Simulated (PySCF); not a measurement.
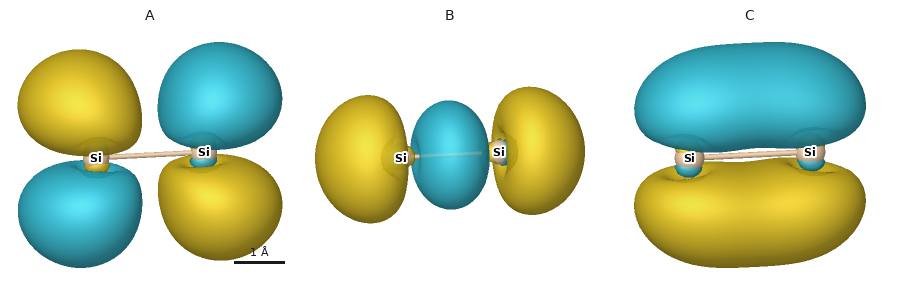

Si$_{2}$ (triplet). Three frontier α-spin orbitals, each drawn at the value that holds 80 % of its norm (yellow and cyan are the two phases), in no order; of a degenerate pair one member is drawn.

Level of theory: PBE0/def2-TZVPPD, non-relativistic Hamiltonian with scalar-relativistic core potentials where named, at a bond length of 2.258 Å in PySCF.

Question: Name the orbitals and rank them from lowest to highest energy.

Answer: Orbital C: πu, occupied in this spin, −6.69 eV; with no node between the nuclei, bonding.
Orbital B: σg, occupied in this spin, −6.10 eV; with no node between the nuclei.
Orbital A: πg, empty in this spin, −2.31 eV; antibonding, with a node between the atoms.
